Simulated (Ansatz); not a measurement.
# AsH8NOSi2: two geometries relaxed

Are the two ends of the rotation by 120° about the N1–Si2 bond separate minima, and which lies lower? Each is relaxed from a guess. SMILES of the start: N[Si](O)([SiH3])[AsH2].

Program: Ansatz 0.2.0. Level of theory: RKS PBE0/def2-SVP. These are calculated values, not measurements.

## Step 1: The starting structure

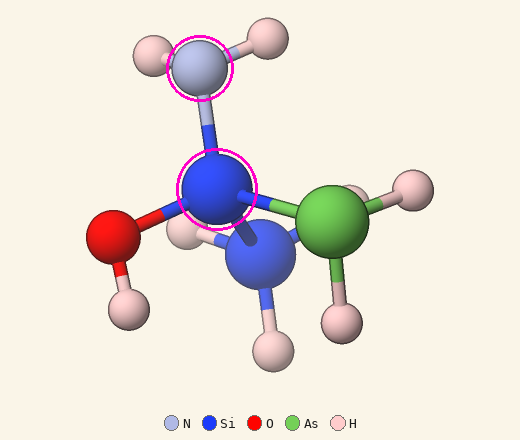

Start, viewed from a free direction; nitrogen light blue, silicon blue, oxygen red, arsenic green, hydrogen pink. Ringed: N1, Si2.

Structure file:

```xyz
13

N    -1.8063   -0.8118    0.7323
Si   -0.1057   -0.4980    0.4870
O     0.7078   -1.9723    0.6953
Si    0.3419    0.2857   -1.5800
As    0.6499    1.0574    2.0162
H    -2.3287    0.1614    0.5349
H    -2.1345   -1.4213   -0.0277
H     1.7354   -1.7165    0.6104
H     1.7135    0.5150   -1.7176
H    -0.2083   -0.7088   -2.5338
H    -0.4640    1.5436   -1.7352
H    -0.0272    2.2454    1.2840
H     1.9465    1.2853    1.2490
```

## Step 2: Relaxing end A

input.yaml

```yaml
crystal:
  periodic: [false, false, false]
  atoms:
    - { symbol: "N", position_ang: [-1.8063, -0.8118, 0.7323] }
    - { symbol: Si, position_ang: [-0.1057, -0.498, 0.487] }
    - { symbol: O, position_ang: [0.7078, -1.9723, 0.6953] }
    - { symbol: Si, position_ang: [0.3419, 0.2857, -1.58] }
    - { symbol: As, position_ang: [0.6499, 1.0574, 2.0162] }
    - { symbol: H, position_ang: [-2.3287, 0.1614, 0.5349] }
    - { symbol: H, position_ang: [-2.1345, -1.4213, -0.0277] }
    - { symbol: H, position_ang: [1.7354, -1.7165, 0.6104] }
    - { symbol: H, position_ang: [1.7135, 0.515, -1.7176] }
    - { symbol: H, position_ang: [-0.2083, -0.7088, -2.5338] }
    - { symbol: H, position_ang: [-0.464, 1.5436, -1.7352] }
    - { symbol: H, position_ang: [-0.0272, 2.2454, 1.284] }
    - { symbol: H, position_ang: [1.9465, 1.2853, 1.249] }
basis:
  gaussian: { orbitals: def2-SVP }
hamiltonian:
  xc: pbe0
relax:
  f_tol: 0.015
  max_steps: 40
output:
  orbitals: {}
```

Run with:

```console
$ ansatz run input.yaml --threads 2 --pin off --max-ram 3072MiB --backend cpu --events-out ev --progress --plain --runs-dir out
```

The log of the run (excerpt; [...] marks lines left out):

```text
Warning: RAYON_NUM_THREADS=2 ignored (pool sized by the plan → 2); use --threads N
[...]
Functional definition: PBE0
[...]
1421 factors; integrals over basis functions are off by at most 5.3e-4 eV
[...]
mean field -80231.80808847 eV, -2948.4645641785 hartree, gradient 5.7e-5 eV, S^2 0.000000; 0 other end points of the search recorded, 0 dependent functions left out
[...]
reference -80231.80811739 eV, -2948.4645652412 hartree; 42, 42 occupied and 94, 94 virtual orbitals, 1421 factors
relax step   1: F+E_penalty+E_count = -80231.80808847 eV  Δ(F+E_penalty+E_count) = +0.000e0 eV  max|allowed force component| = 3.445e0 eV/Å  Δτ_max = 0.0000 Å  (25 SCF iters, accepted)
[...]
relax step   3: F+E_penalty+E_count = -80232.49800949 eV  Δ(F+E_penalty+E_count) = -7.985e-2 eV  max|allowed force component| = 9.955e-1 eV/Å  Δτ_max = 0.1605 Å  (28 SCF iters, accepted)
[...]
relax step   5: F+E_penalty+E_count = -80232.62532513 eV  Δ(F+E_penalty+E_count) = -8.416e-2 eV  max|allowed force component| = 3.186e-1 eV/Å  Δτ_max = 0.2000 Å  (28 SCF iters, accepted)
[...]
relax step   7: F+E_penalty+E_count = -80232.64882595 eV  Δ(F+E_penalty+E_count) = -6.574e-3 eV  max|allowed force component| = 3.664e-1 eV/Å  Δτ_max = 0.2000 Å  (27 SCF iters, accepted)
[...]
relax step   9: F+E_penalty+E_count = -80232.66947822 eV  Δ(F+E_penalty+E_count) = -1.759e-2 eV  max|allowed force component| = 1.836e-1 eV/Å  Δτ_max = 0.1998 Å  (28 SCF iters, accepted)
[...]
relax step  10: F+E_penalty+E_count = -80232.67516292 eV  Δ(F+E_penalty+E_count) = -5.685e-3 eV  max|allowed force component| = 5.932e-1 eV/Å  Δτ_max = 0.0853 Å  (28 SCF iters, accepted)
[...]
relax step  11: F+E_penalty+E_count = -80232.69645794 eV  Δ(F+E_penalty+E_count) = -2.130e-2 eV  max|allowed force component| = 4.867e-1 eV/Å  Δτ_max = 0.2000 Å  (28 SCF iters, accepted)
[...]
1421 factors; integrals over basis functions are off by at most 7.9e-4 eV
```

## Step 3: The output, continued: end point A relaxed

Output, continued:

```text
mean field -80232.70532936 eV, -2948.4975371729 hartree, gradient 8.7e-5 eV, S^2 0.000000; 0 other end points of the search recorded, 0 dependent functions left out
the calculation of the forces begins
reference -80232.70535913 eV, -2948.4975382672 hartree; 42, 42 occupied and 94, 94 virtual orbitals, 1421 factors
relax step  12: F+E_penalty+E_count = -80232.70532936 eV  Δ(F+E_penalty+E_count) = -8.871e-3 eV  max|allowed force component| = 4.987e-1 eV/Å  Δτ_max = 0.1211 Å  (25 SCF iters, accepted)
these checks for a lower state are left out or cut short: starts, cluster_reference, orbital_swaps, neighbouring_geometries, increment
1421 factors; integrals over basis functions are off by at most 7.8e-4 eV
mean field -80232.72019488 eV, -2948.4980834709 hartree, gradient 9.1e-6 eV, S^2 0.000000; 0 other end points of the search recorded, 0 dependent functions left out
the calculation of the forces begins
reference -80232.72022465 eV, -2948.4980845650 hartree; 42, 42 occupied and 94, 94 virtual orbitals, 1421 factors
relax step  13: F+E_penalty+E_count = -80232.72019488 eV  Δ(F+E_penalty+E_count) = -1.487e-2 eV  max|allowed force component| = 9.401e-2 eV/Å  Δτ_max = 0.1998 Å  (28 SCF iters, accepted)
these checks for a lower state are left out or cut short: starts, cluster_reference, orbital_swaps, neighbouring_geometries, increment
1421 factors; integrals over basis functions are off by at most 7.8e-4 eV
mean field evaluation 96: about -80232.6855 eV, gradient 2.9e0 eV
mean field -80232.71951561 eV, -2948.4980585080 hartree, gradient 5.0e-5 eV, S^2 0.000000; 0 other end points of the search recorded, 0 dependent functions left out
the calculation of the forces begins
reference -80232.71954537 eV, -2948.4980596016 hartree; 42, 42 occupied and 94, 94 virtual orbitals, 1421 factors
relax step  14: F+E_penalty+E_count = -80232.71951561 eV  Δ(F+E_penalty+E_count) = +6.793e-4 eV  max|allowed force component| = 1.682e-1 eV/Å  Δτ_max = 0.0744 Å  (25 SCF iters, rejected (line search))
these checks for a lower state are left out or cut short: starts, cluster_reference, orbital_swaps, neighbouring_geometries, increment
1421 factors; integrals over basis functions are off by at most 7.8e-4 eV
mean field -80232.72246073 eV, -2948.4981667394 hartree, gradient 4.9e-5 eV, S^2 0.000000; 0 other end points of the search recorded, 0 dependent functions left out
the calculation of the forces begins
reference -80232.72249051 eV, -2948.4981678336 hartree; 42, 42 occupied and 94, 94 virtual orbitals, 1421 factors
relax step  15: F+E_penalty+E_count = -80232.72246073 eV  Δ(F+E_penalty+E_count) = -2.266e-3 eV  max|allowed force component| = 2.301e-2 eV/Å  Δτ_max = 0.0358 Å  (25 SCF iters, accepted)
these checks for a lower state are left out or cut short: starts, cluster_reference, orbital_swaps, neighbouring_geometries, increment
1421 factors; integrals over basis functions are off by at most 7.8e-4 eV
mean field -80232.72387003 eV, -2948.4982185300 hartree, gradient 5.5e-5 eV, S^2 0.000000; 0 other end points of the search recorded, 0 dependent functions left out
the calculation of the forces begins
reference -80232.72389982 eV, -2948.4982196247 hartree; 42, 42 occupied and 94, 94 virtual orbitals, 1421 factors
relax step  16: F+E_penalty+E_count = -80232.72387003 eV  Δ(F+E_penalty+E_count) = -1.409e-3 eV  max|allowed force component| = 3.220e-2 eV/Å  Δτ_max = 0.0872 Å  (25 SCF iters, accepted)
these checks for a lower state are left out or cut short: starts, cluster_reference, orbital_swaps, neighbouring_geometries, increment
1421 factors; integrals over basis functions are off by at most 7.8e-4 eV
mean field -80232.72401481 eV, -2948.4982238505 hartree, gradient 4.4e-5 eV, S^2 0.000000; 0 other end points of the search recorded, 0 dependent functions left out
the calculation of the forces begins
reference -80232.72404461 eV, -2948.4982249457 hartree; 42, 42 occupied and 94, 94 virtual orbitals, 1421 factors
relax step  17: F+E_penalty+E_count = -80232.72401481 eV  Δ(F+E_penalty+E_count) = -1.448e-4 eV  max|allowed force component| = 1.060e-1 eV/Å  Δτ_max = 0.0545 Å  (25 SCF iters, accepted)
these checks for a lower state are left out or cut short: starts, cluster_reference, orbital_swaps, neighbouring_geometries, increment
1421 factors; integrals over basis functions are off by at most 7.8e-4 eV
mean field -80232.72439043 eV, -2948.4982376545 hartree, gradient 1.2e-5 eV, S^2 0.000000; 0 other end points of the search recorded, 0 dependent functions left out
the calculation of the forces begins
reference -80232.72442022 eV, -2948.4982387493 hartree; 42, 42 occupied and 94, 94 virtual orbitals, 1421 factors
relax step  18: F+E_penalty+E_count = -80232.72439043 eV  Δ(F+E_penalty+E_count) = -3.756e-4 eV  max|allowed force component| = 2.675e-2 eV/Å  Δτ_max = 0.0179 Å  (23 SCF iters, accepted)
these checks for a lower state are left out or cut short: starts, cluster_reference, orbital_swaps, neighbouring_geometries, increment
1421 factors; integrals over basis functions are off by at most 7.8e-4 eV
mean field -80232.72445935 eV, -2948.4982401871 hartree, gradient 1.3e-5 eV, S^2 0.000000; 0 other end points of the search recorded, 0 dependent functions left out
the calculation of the forces begins
reference -80232.72448914 eV, -2948.4982412818 hartree; 42, 42 occupied and 94, 94 virtual orbitals, 1421 factors
relax step  19: F+E_penalty+E_count = -80232.72445935 eV  Δ(F+E_penalty+E_count) = -6.892e-5 eV  max|allowed force component| = 1.257e-2 eV/Å  Δτ_max = 0.0064 Å  (23 SCF iters, accepted)
1421 factors; integrals over basis functions are off by at most 7.8e-4 eV
mean field evaluation 128: about -80232.7153 eV, gradient 7.2e-2 eV
mean field -80232.72445935 eV, -2948.4982401871 hartree, gradient 1.3e-5 eV, S^2 0.000000; 1 other end points of the search recorded, 0 dependent functions left out
the calculation of the forces begins
reference -80232.72448914 eV, -2948.4982412818 hartree; 42, 42 occupied and 94, 94 virtual orbitals, 1421 factors
Total energy: -80232.72448914 eV, -2948.4982412818 hartree
Atom 0 at    -1.821889    -0.635992     0.559540 Å, force     0.010081    -0.001901     0.007028 eV/Å
Atom 1 at    -0.126613    -0.384869     0.421484 Å, force    -0.006482     0.003377    -0.012573 eV/Å
Atom 2 at     0.725120    -1.786868     0.779303 Å, force    -0.006211    -0.000342     0.002855 eV/Å
Atom 3 at     0.343125     0.281738    -1.782657 Å, force     0.001018    -0.000929    -0.000071 eV/Å
Atom 4 at     0.388571     1.257842     2.061329 Å, force     0.000538     0.005086     0.001186 eV/Å
Atom 5 at    -2.242997    -0.729418     1.478334 Å, force    -0.002604    -0.001380    -0.004958 eV/Å
Atom 6 at    -2.308771    -1.208156    -0.122539 Å, force     0.004219     0.002187     0.003649 eV/Å
Atom 7 at     1.674669    -1.766560     0.623920 Å, force     0.003292    -0.002671     0.000656 eV/Å
Atom 8 at     1.825598     0.317024    -2.000198 Å, force    -0.001750     0.001435     0.000257 eV/Å
Atom 9 at    -0.239991    -0.674282    -2.779566 Å, force     0.000640     0.001203     0.001905 eV/Å
Atom 10 at    -0.201880     1.646885    -2.060165 Å, force    -0.000797    -0.000412    -0.000981 eV/Å
Atom 11 at     0.127703     2.419477     1.108390 Å, force     0.002155    -0.004115     0.002026 eV/Å
Atom 12 at     1.877655     1.228278     1.727624 Å, force    -0.004097    -0.001541    -0.000979 eV/Å
Dipole moment:    -0.009985    -0.137199    -0.069342 e Å
```

It took 1.7 min on 2 threads of Arm Neoverse V1, shared host; peak memory 0.38 GiB.

Step by step:

| step | energy from step 1 (eV) | largest force component (eV/Å) |
| --- | --- | --- |
| 1 | 0.0000 | 3.4448 |
| 2 | -0.6101 | 1.5576 |
| 3 | -0.6899 | 0.9955 |
| 4 | -0.7331 | 0.8762 |
| 5 | -0.8172 | 0.3186 |
| 6 | -0.8342 | 0.1737 |
| 7 | -0.8407 | 0.3664 |
| 8 | -0.8438 | 0.3408 |
| 9 | -0.8614 | 0.1836 |
| 10 | -0.8671 | 0.5932 |
| 11 | -0.8884 | 0.4867 |
| 12 | -0.8972 | 0.4987 |
| 13 | -0.9121 | 0.0940 |
| 14x | -0.9114 | 0.1682 |
| 15 | -0.9144 | 0.0230 |
| 16 | -0.9158 | 0.0322 |
| 17 | -0.9159 | 0.1060 |
| 18 | -0.9163 | 0.0268 |
| 19 | -0.9164 | 0.0126 |

Step 1 is the start. 1 step was tried and not accepted (marked x).

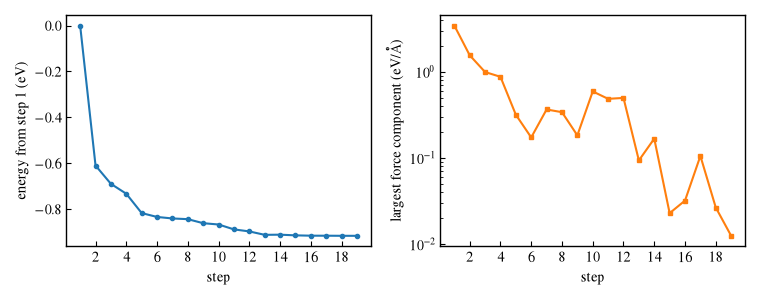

How energy and force went from step to step.

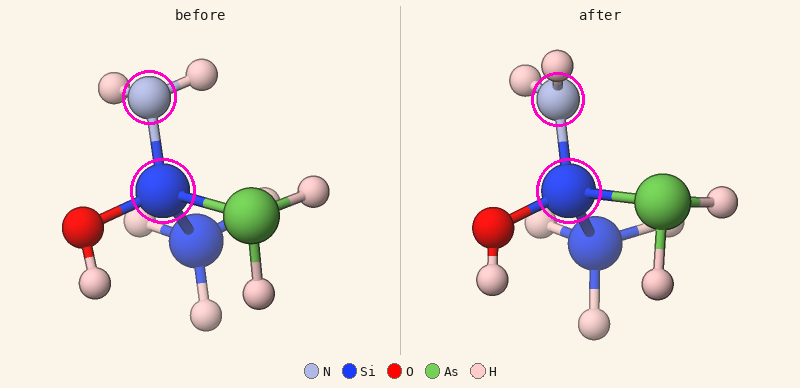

The structure before (left) and after (right), drawn at the same scale.

After: Bond lengths: N1–Si2 1.719 Å, Si2–O3 1.679 Å, Si2–Si4 2.350 Å, Si2–As5 2.378 Å, N1–H6 1.015 Å, N1–H7 1.015 Å, O3–H8 0.962 Å, Si4–H9 1.499 Å, Si4–H10 1.499 Å, Si4–H11 1.496 Å, As5–H12 1.525 Å, As5–H13 1.526 Å. Angles (14 of 19 angles, heavy atoms first): N1–Si2–O3 111.2°, N1–Si2–Si4 108.3°, N1–Si2–As5 105.0°, O3–Si2–Si4 109.6°, O3–Si2–As5 108.7°, Si4–Si2–As5 114.1°, Si2–N1–H6 119.7°, Si2–N1–H7 120.1°, Si2–O3–H8 116.6°, Si2–Si4–H9 109.9°, Si2–Si4–H10 111.4°, Si2–Si4–H11 111.1°, Si2–As5–H12 93.3°, Si2–As5–H13 92.7°.

## Step 4: End point B

The second end starts from a geometry with the move made by hand.

input.yaml

```yaml
crystal:
  periodic: [false, false, false]
  atoms:
    - { symbol: "N", position_ang: [-1.8063, -0.8118, 0.7323] }
    - { symbol: Si, position_ang: [-0.1057, -0.498, 0.487] }
    - { symbol: O, position_ang: [0.36168, 0.64792, 1.64767] }
    - { symbol: Si, position_ang: [1.16288, -2.3447, 0.7467] }
    - { symbol: As, position_ang: [0.25832, 0.32133, -1.64017] }
    - { symbol: H, position_ang: [-2.3287, 0.1614, 0.5349] }
    - { symbol: H, position_ang: [-2.1345, -1.4213, -0.0277] }
    - { symbol: H, position_ang: [1.37576, 0.85865, 1.41134] }
    - { symbol: H, position_ang: [2.5094, -2.03234, 0.54147] }
    - { symbol: H, position_ang: [0.85965, -2.87504, 2.09883] }
    - { symbol: H, position_ang: [0.65289, -3.34721, -0.24867] }
    - { symbol: H, position_ang: [0.06537, -1.06486, -2.30889] }
    - { symbol: H, position_ang: [1.76259, 0.09846, -1.54427] }
basis:
  gaussian: { orbitals: def2-SVP }
hamiltonian:
  xc: pbe0
relax:
  f_tol: 0.015
  max_steps: 40
```

Run with:

```console
$ ansatz run input.yaml --threads 2 --pin off --max-ram 3072MiB --backend cpu --events-out ev --progress --plain --runs-dir out
```

The log of the run (excerpt; [...] marks lines left out):

```text
Warning: RAYON_NUM_THREADS=2 ignored (pool sized by the plan → 2); use --threads N
[...]
[... 1 set-up line as earlier in the session ...]
[...]
1420 factors; integrals over basis functions are off by at most 5.0e-4 eV
[...]
mean field -80231.81806147 eV, -2948.4649306796 hartree, gradient 5.0e-5 eV, S^2 0.000000; 0 other end points of the search recorded, 0 dependent functions left out
[...]
reference -80231.81809051 eV, -2948.4649317466 hartree; 42, 42 occupied and 94, 94 virtual orbitals, 1420 factors
relax step   1: F+E_penalty+E_count = -80231.81806147 eV  Δ(F+E_penalty+E_count) = +0.000e0 eV  max|allowed force component| = 3.465e0 eV/Å  Δτ_max = 0.0000 Å  (25 SCF iters, accepted)
[...]
relax step   5: F+E_penalty+E_count = -80232.62177634 eV  Δ(F+E_penalty+E_count) = -6.395e-2 eV  max|allowed force component| = 4.369e-1 eV/Å  Δτ_max = 0.1083 Å  (29 SCF iters, accepted)
[...]
relax step   9: F+E_penalty+E_count = -80232.65194003 eV  Δ(F+E_penalty+E_count) = -1.920e-3 eV  max|allowed force component| = 5.111e-1 eV/Å  Δτ_max = 0.1448 Å  (28 SCF iters, accepted)
[...]
relax step  13: F+E_penalty+E_count = -80232.64339284 eV  Δ(F+E_penalty+E_count) = +2.293e-2 eV  max|allowed force component| = 1.494e0 eV/Å  Δτ_max = 0.1465 Å  (29 SCF iters, rejected (line search))
[...]
relax step  16: F+E_penalty+E_count = -80232.68579504 eV  Δ(F+E_penalty+E_count) = -1.266e-2 eV  max|allowed force component| = 2.357e-1 eV/Å  Δτ_max = 0.1125 Å  (27 SCF iters, accepted)
[...]
relax step  17: F+E_penalty+E_count = -80232.69393239 eV  Δ(F+E_penalty+E_count) = -8.137e-3 eV  max|allowed force component| = 4.886e-1 eV/Å  Δτ_max = 0.1688 Å  (27 SCF iters, accepted)
```

## Step 5: More of the same log: end point B relaxed

The log, continued (excerpt; [...] marks lines left out):

```text
[...]
1420 factors; integrals over basis functions are off by at most 7.9e-4 eV
mean field -80232.69109461 eV, -2948.4970140557 hartree, gradient 2.0e-5 eV, S^2 0.000000; 0 other end points of the search recorded, 0 dependent functions left out
[...]
reference -80232.69112449 eV, -2948.4970151537 hartree; 42, 42 occupied and 94, 94 virtual orbitals, 1420 factors
relax step  18: F+E_penalty+E_count = -80232.69109461 eV  Δ(F+E_penalty+E_count) = +2.838e-3 eV  max|allowed force component| = 7.577e-1 eV/Å  Δτ_max = 0.1482 Å  (28 SCF iters, rejected (line search))
[...]
relax step  20: F+E_penalty+E_count = -80232.71589472 eV  Δ(F+E_penalty+E_count) = -8.949e-3 eV  max|allowed force component| = 9.904e-2 eV/Å  Δτ_max = 0.1000 Å  (25 SCF iters, accepted)
[...]
Atom 3 at     1.047233    -2.491579     0.719570 Å, force     0.000096    -0.001683    -0.000603 eV/Å
Atom 4 at     0.203288     0.410992    -1.846800 Å, force    -0.000727     0.001974    -0.000303 eV/Å
Atom 5 at    -2.439083    -0.068098     0.159815 Å, force    -0.000353    -0.000664    -0.000776 eV/Å
Atom 6 at    -2.138767    -1.259675     1.293002 Å, force    -0.000474    -0.000397    -0.002048 eV/Å
Atom 7 at     1.362725     0.839577     1.515263 Å, force    -0.000496     0.000463     0.000934 eV/Å
Atom 8 at     2.523948    -2.244523     0.785103 Å, force    -0.001759     0.000239    -0.000045 eV/Å
Atom 9 at     0.632416    -3.118109     2.016840 Å, force     0.000475    -0.000133    -0.000665 eV/Å
Atom 10 at     0.785818    -3.468024    -0.383244 Å, force     0.000782     0.000322     0.001200 eV/Å
Atom 11 at     0.405107    -0.965540    -2.470634 Å, force    -0.000153    -0.000654    -0.000302 eV/Å
Atom 12 at     1.701973     0.612609    -1.640722 Å, force     0.000037    -0.001032     0.000158 eV/Å
Dipole moment:    -0.008630    -0.001192     0.153847 e Å
```

Wall time 2.5 min (2 threads of Arm Neoverse V1, shared host); peak memory 0.38 GiB.

Relaxation path:

```csv
step,energy from step 1 (eV),largest force component (eV/Å)
1,0.0000,3.4651
2,-0.6262,1.5757
3,-0.6922,1.1232
4,-0.7398,1.1123
5,-0.8037,0.4369
6x,-0.8011,1.3550
7,-0.8220,0.1714
8,-0.8320,0.0828
9,-0.8339,0.5111
10x,-0.8338,0.2247
11,-0.8394,0.6143
12,-0.8483,0.0600
13x,-0.8253,1.4937
14,-0.8524,0.1569
15,-0.8551,0.4548
16,-0.8677,0.2357
17,-0.8759,0.4886
18x,-0.8730,0.7577
19,-0.8889,0.2263
20,-0.8978,0.0990
21,-0.9043,0.0641
22,-0.9059,0.0265
23x,-0.9053,0.2602
24,-0.9063,0.0350
25x,-0.9062,0.0386
26,-0.9064,0.0113
27,-0.9064,0.0161
28,-0.9064,0.0028
```

Step 1 is the start. 6 steps were tried and not accepted (marked x).

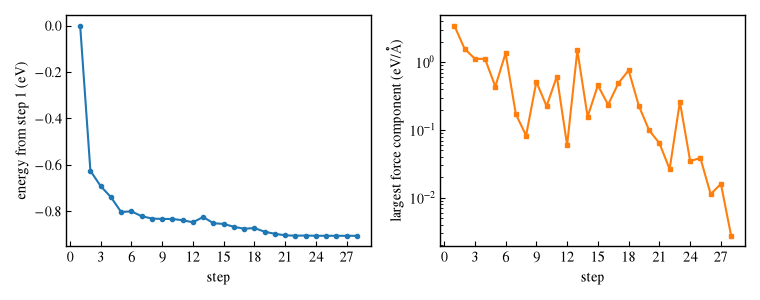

Energy and largest force along the relaxation.

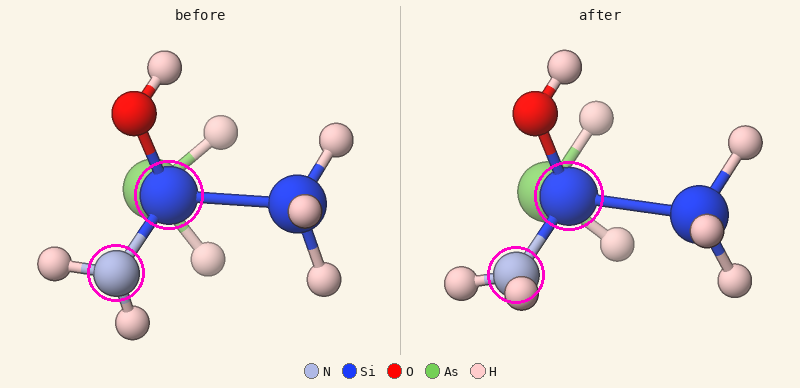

Before and after, at one scale.

After: Bond lengths: N1–Si2 1.719 Å, Si2–O3 1.679 Å, Si2–Si4 2.350 Å, Si2–As5 2.378 Å, N1–H6 1.015 Å, N1–H7 1.015 Å, O3–H8 0.962 Å, Si4–H9 1.499 Å, Si4–H10 1.499 Å, Si4–H11 1.496 Å, As5–H12 1.525 Å, As5–H13 1.526 Å. Angles (14 of 19 angles, heavy atoms first): N1–Si2–O3 111.0°, N1–Si2–Si4 108.3°, N1–Si2–As5 105.1°, O3–Si2–Si4 109.7°, O3–Si2–As5 108.7°, Si4–Si2–As5 114.0°, Si2–N1–H6 119.7°, Si2–N1–H7 119.9°, Si2–O3–H8 116.7°, Si2–Si4–H9 110.0°, Si2–Si4–H10 111.4°, Si2–Si4–H11 111.0°, Si2–As5–H12 93.4°, Si2–As5–H13 92.6°.

## Step 6: Results

| quantity | value |
| --- | --- |
| end A | 17 moves, 0.916 eV lower |
| end B | 21 moves, 0.906 eV lower |
| largest difference between the ends | 0.02 Å |
| end B relative to end A | -0.000 eV |

**Reading.** The two relaxations end at one structure, within 0.02 Å: no second minimum was found from this start, which doesn't rule one out.
